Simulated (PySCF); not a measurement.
GeCl2Me2 (C₂H₆Cl₂Ge).

PySCF calculation, ωB97X/aug-cc-pVDZ, gas phase; geometry: GFN2-xTB. No frequency check shows the geometry to be a minimum. GFN2-xTB bond lengths at metals and heavier atoms can be off by up to 0.1 Å and shapes distorted, which carries into these values.

Input

```python
import numpy as np
from pyscf import gto, scf, dft, tdscf
from pyscf.scf import atom_ks, atom_hf
from scipy.linalg import block_diag

def solve(mol, dm0=None, hcore=None):
    mf = (dft.UKS if mol.spin else dft.RKS)(mol, xc='wb97x')
    mf.grids.level = 3
    mf = mf.density_fit(auxbasis='def2-universal-jkfit')
    mf.conv_tol, mf.max_cycle = 1e-8, 80
    if hcore is not None:
        mf.get_hcore = lambda *args: hcore
    mf.kernel(dm0)
    if not mf.converged:
        mf = mf.newton().run(mf.mo_coeff, mf.mo_occ, max_cycle=30)
    assert mf.converged, 'SCF not converged'
    return mf

mol = gto.M(atom='''
Ge     0.00001     0.27788    -0.00013
Cl     1.70919    -0.99750    -0.00233
Cl    -1.70921    -0.99748     0.00216
C     -0.00401     1.32647    -1.69983
H      0.84515     2.00190    -1.72555
H     -0.91978     1.90325    -1.78055
H      0.06087     0.65053    -2.54707
C      0.00401     1.32579     1.70059
H     -0.84514     2.00121     1.72659
H      0.91979     1.90253     1.78155
H     -0.06087     0.64950     2.54757
''', basis='aug-cc-pvdz', charge=0, spin=0, verbose=4)
mf = solve(mol)
td = mf.TDA()
td.nstates, td.singlet, td.conv_tol = 6, False, 1e-5
td.kernel()
td.analyze()
x, y = np.array([p[0] for p in td.xy]), np.array([p[1] + 0 * p[0] for p in td.xy])
f, mu = np.zeros(len(td.e)), np.zeros((len(td.e), 3))
nto = [td.get_nto(state=i + 1, verbose=4) for i in range(len(td.e))]
# spherically averaged free atoms, for the promolecule
atm = atom_ks.get_atm_nrks(mol, xc='wb97x')
pro = block_diag(*[(atm[a[0]][2] * atm[a[0]][3]) @ atm[a[0]][2].T for a in mol._atom])
np.savez('result.npz', e=td.e, f=f, ok=td.converged, w=[n[0] for n in nto], nto=[n[1] for n in nto], x=x, y=y, c=mf.mo_coeff, occ=mf.mo_occ, eps=mf.mo_energy, pro=pro, mu=mu)
```

Launched as:

```sh
OMP_NUM_THREADS=1 python input.py
```

The run took 27 min on 1 thread of AMD EPYC (Zen 3), with other jobs on the host, peak memory 1.1 GiB.

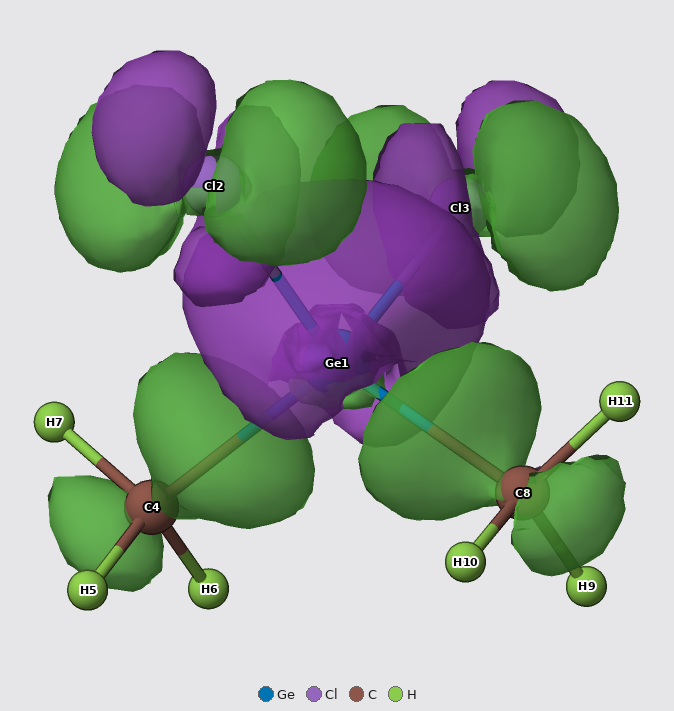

Unrelaxed difference density of T₁ less the ground state (TDA triplet states), ±0.02 e/Å³; purple: gain, green: loss.

### How does the charge move on excitation?

0.58 e is displaced in all, of which about 0.2 e passes between atoms: C4 and C8 (0.06 e each) lose electrons and Ge1 (0.19 e) gains them. The state: 6.81 eV (182 nm), spin-forbidden from the singlet ground state; the leading pair carries 92 %; hole on Cl2 and Cl3 (24 % each), C4 and C8 (15 % each) and Ge1 (14 %), electron on Ge1 (33 %), Cl2 and Cl3 (20 % each) and C4 and C8 (9 % each); their centroids lie 0.1 Å apart.
